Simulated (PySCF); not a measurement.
C6H5FS, SMILES C=Cc1ccc(F)s1 at its GFN2-xTB optimised geometry (Å):

```
13

C     -1.1043    -2.5939     0.0000
C     -1.4390    -1.3066     0.0000
C     -0.5104    -0.2052     0.0000
C      0.8585    -0.2052     0.0000
C      1.4287     1.0828     0.0000
C      0.4732     2.0470     0.0000
F      0.6775     3.3648     0.0000
S     -1.1358     1.4249     0.0003
H     -1.8541    -3.3648     0.0001
H     -0.0791    -2.9205     0.0000
H     -2.4828    -1.0216     0.0001
H      1.4477    -1.1033     0.0001
H      2.4828     1.2892     0.0001
```

Method: CAM-B3LYP/def2-TZVP run with PySCF. Cells within 0.4 Å of a nucleus heavier than hydrogen are left out (blank, or x).

Map of the Laplacian of the electron density (e/bohr⁵), clipped to [-1.50, 1.50] on the plane z = 0.0 Å:

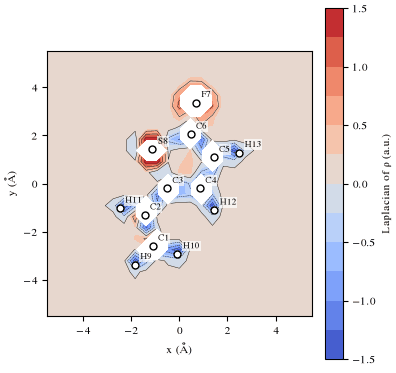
Figure. Laplacian of the electron density (e/bohr⁵), clipped to [-1.50, 1.50] on the plane z = 0.0 Å.
